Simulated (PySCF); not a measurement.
# HBS (hydrogen boron sulfide): levels of theory compared

Wanted: a comparison of 6 runs (HF/STO-3G, HF/3-21G, B3LYP/6-31G*, B2PLYP/def2-TZVPPD, wB97M-V/def2-TZVPPD, SCS-MP2/def2-TZVPPD) of HBS (hydrogen boron sulfide). Input form: a Python script.

The calculation is run with PySCF 2.14.0.

2 further runs of the same task are left out: 2 set aside as unsound or not needed.

**1. The system as given**

HBS: 3 atoms, total charge 0, spin state singlet. As SMILES, `B=S`. One bond was lengthened or shortened from a relaxed shape.

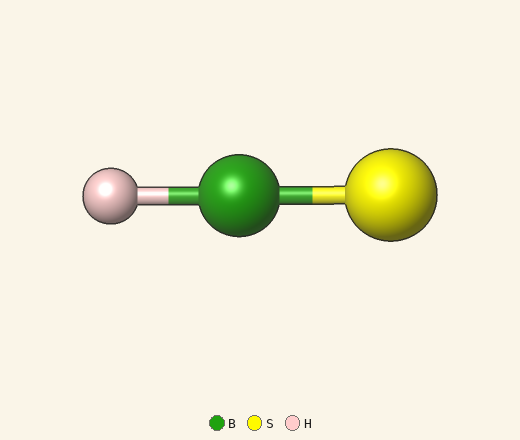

The structure, seen from a chosen angle (boron green, sulfur yellow, hydrogen pink).

**2. A single-point energy at HF/STO-3G (run 1)**

job.py

```python
from pyscf import gto, scf

mol = gto.M(
    atom='''
B      0.009618     0.003218    -0.033820
S      0.447448     0.165418    -1.561860
H     -0.360510    -0.133080     1.258530
''',
    verbose=3,
    spin=0,
    charge=0,
    basis='sto-3g',
    max_memory=1860,
)

mf = scf.RHF(mol)
mf.conv_tol = 1e-10
mf.kernel()
if not mf.converged:
    mf = mf.newton().run(mf.mo_coeff, mf.mo_occ)

e_tot = mf.e_tot
print('E = %.10f Eh' % e_tot)
```

On the command line:

```bash
$ OMP_NUM_THREADS=1 python job.py
```

Output:

```text
converged SCF energy = -418.098487913909
E = -418.0984879139 Eh
```

It took 0.46 s on 1 thread of Arm Neoverse V2, shared host; peak memory 0.099 GiB.

**3. The energy at HF/3-21G (run 2)**

job.py

```python
from pyscf import gto, scf

molecule = gto.Mole()
molecule.atom = [
    ('B', (0.009618, 0.003218, -0.033820)),
    ('S', (0.447448, 0.165418, -1.561860)),
    ('H', (-0.360510, -0.133080, 1.258530)),
]
molecule.charge = 0
molecule.basis = '3-21g'
molecule.verbose = 4
molecule.max_memory = 1860
molecule.build()

mf = scf.RHF(molecule)
mf.conv_tol = 1e-10
mf.kernel()
if not mf.converged:
    mf = mf.newton().run(mf.mo_coeff, mf.mo_occ)

e_final = mf.e_tot
print(f'total energy: {e_final:.8f} hartree')
```

On the command line:

```bash
$ OMP_NUM_THREADS=1 python job.py
```

Output:

```text
PySCF version 2.14.0

[... 55 lines left out ...]
converged SCF energy = -420.682153435113
total energy: -420.68215344 hartree
```

Run time: 0.48 s. Hardware: 1 thread of Arm Neoverse V2, shared host; peak memory 0.099 GiB.

Runs 3 to 5 aren't shown in full; the table further down has their settings and results.

**4. The energy at SCS-MP2/def2-TZVPPD (run 6)**

job.py

```python
from pyscf import gto, scf, mp

system = gto.M(
    atom='''
B    0.009618   0.003218  -0.033820
S    0.447448   0.165418  -1.561860
H   -0.360510  -0.133080   1.258530
''',
    charge=0,
    verbose=4,
    basis='def2-tzvppd',
    max_memory=1860,
    spin=0,
)

hf = scf.RHF(system)
hf.conv_tol = 1e-10
hf.kernel()
if not hf.converged:
    hf = hf.newton().run(hf.mo_coeff, hf.mo_occ)

pt = mp.MP2(hf, frozen=6).run()
etot = hf.e_tot + 1.2 * pt.e_corr_os + pt.e_corr_ss / 3
print('E = %.10f Eh' % etot)
```

On the command line:

```bash
$ OMP_NUM_THREADS=1 python job.py
```

Output:

```text
PySCF version 2.14.0

[... 57 lines left out ...]
converged SCF energy = -422.816795422176
[... 1 line left out ...]
******** <class 'pyscf.mp.mp2.RMP2'> ********
nocc = 5, nmo = 99
frozen orbitals 6
E(RMP2) = -423.081249314679  E_corr = -0.264453892502805
E(SCS-RMP2) = -423.081555466045  E_corr = -0.264760043869088
E_corr(same-spin) = -0.0606745697703206
E_corr(oppo-spin) = -0.203779322732484
E = -423.0815554660 Eh
```

Run time: 2 s. Hardware: 1 thread of Arm Neoverse V2, shared host; peak memory 0.25 GiB.

**5. Overview of the runs**

```
run                               level  integration grid  frozen core orbitals  energy (Eh)  dipole moment (D) of the reference  HOMO energy (eV)  LUMO energy (eV)  wall time
  1                           HF/STO-3G                 –                     –  -418.098488                                1.06             -7.89              7.89     0.46 s
  2                            HF/3-21G                 –                     –  -420.682153                                2.35            -11.25              2.35     0.48 s
  3  B3LYP/6-31G* (spherical functions)                 5                     –  -423.638585                                1.46             -8.21             -1.11      2.1 s
  4                  B2PLYP/def2-TZVPPD                 5                     6  -423.508899                                1.57             -9.44              0.00      7.5 s
  5                 wB97M-V/def2-TZVPPD                 5                     –  -423.624165                                1.36            -10.74              0.67       29 s
  6                 SCS-MP2/def2-TZVPPD                 –                     6  -423.081555                                1.91            -11.02              1.17        2 s
```

**6. Results**

| quantity | value |
| --- | --- |
| run 6: total energy | -423.08156 Eh |
| run 6: dipole moment (Hartree–Fock density) | 1.91 D |
| run 6: HOMO energy (Hartree–Fock orbitals) | -11.02 eV |
| run 6: LUMO energy (Hartree–Fock orbitals) | 1.17 eV |
| run 6: HOMO–LUMO gap (Hartree–Fock orbitals) | 12.19 eV |
| run 6: correlation energy (6 core orbitals frozen) | -264.8 mEh |

What this shows: Over runs 1, 2, 3, 4, 5 the dipole moment (its size) runs from 1.06 D (HF/STO-3G) to 2.35 D (HF/3-21G). Over runs 1, 2, 3, 4, 5 the HOMO–LUMO gap runs from 7.10 eV (B3LYP/6-31G*) to 15.78 eV (HF/STO-3G). The two ends differ in method and basis. Totals of different functionals can't be ranked against each other. In run 1 the basis is minimal, so the values are rough. All runs together took 41 s, the longest 29 s.
